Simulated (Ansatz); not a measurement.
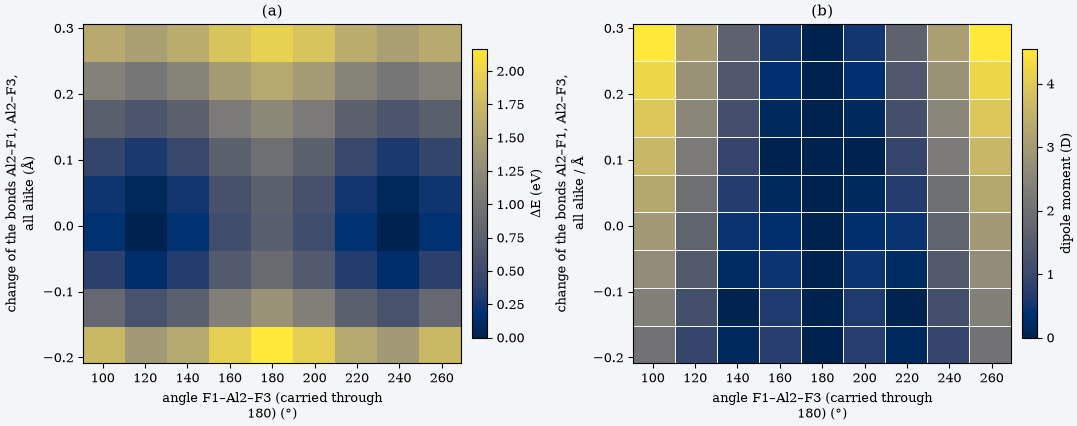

AlF2, SMILES [F][Al][F], spin multiplicity 2. First axis: angle F1–Al2–F3 (carried through 180). Second axis: change of the bonds Al2–F1, Al2–F3, all alike. Nothing is relaxed (all other coordinates rigid). The grid has 9 × 9 points; 45 points were computed and 36 follow by symmetry. Points are written as (first, second). All energies are given in eV relative to the lowest grid point. Method: UKS r2SCAN0-D4/def2-TZVP (Ansatz).

Panel (a) is the energy; panel (b) is the computed dipole moment, in D.

The picture shows one coloured cell a grid point.

How does the dipole moment vary over the map, and what is it at the lowest grid point?

Leaving out the highest fifth of the energies, it runs from 0.00 D at (180.0°, −0.123 Å) to 4.24 D at (100.8°, 0.221 Å). At the lowest grid point, (120.6°, −0.008 Å), it is 1.70 D.
